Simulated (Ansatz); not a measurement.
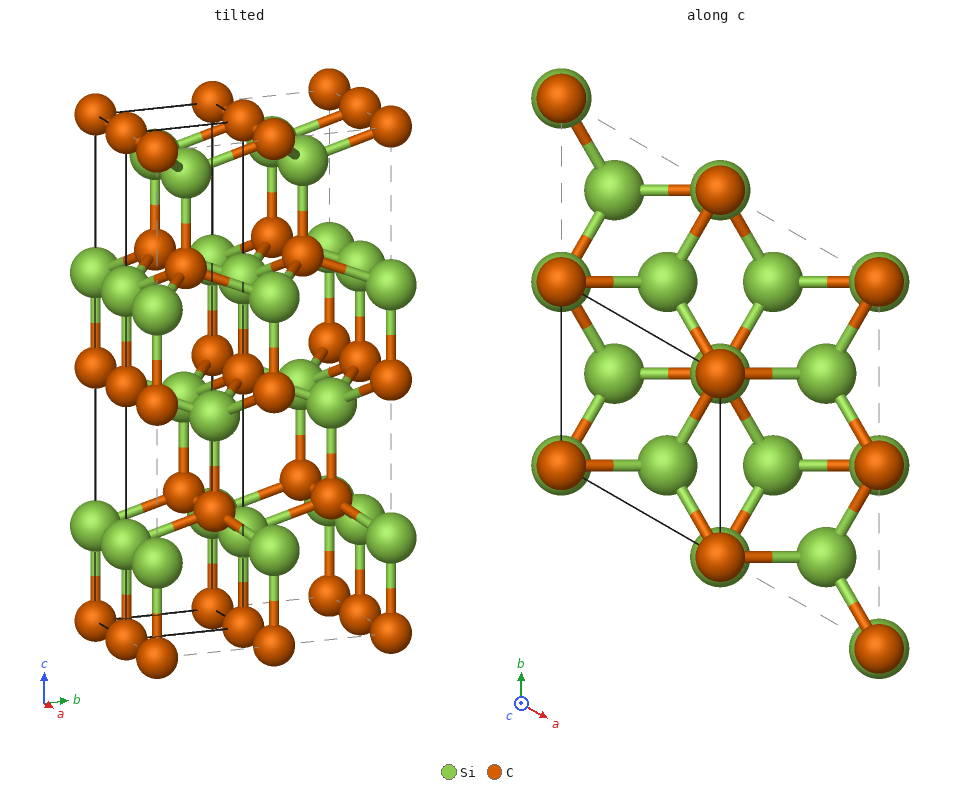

View slightly off an axis and along the c axis, drawn as a ball-and-stick model. The drawing covers 2×2×1 cells, and the solid lines enclose one conventional unit cell.

The solid is SiC. Space group: P6_3mc (No. 186). Lattice: primitive hexagonal. One cell contains 4 Si, 4 C, 8 atoms in all. Si bonds to four C in a tetrahedral arrangement. Each C atom is coordinated by four Si in a tetrahedral arrangement. The bonds build a three-dimensional framework.

Its origin is a structure listed in the Materials Project. Earlier steps of the study may have refined or changed the cell and positions. It was the input of a calculation with Ansatz.
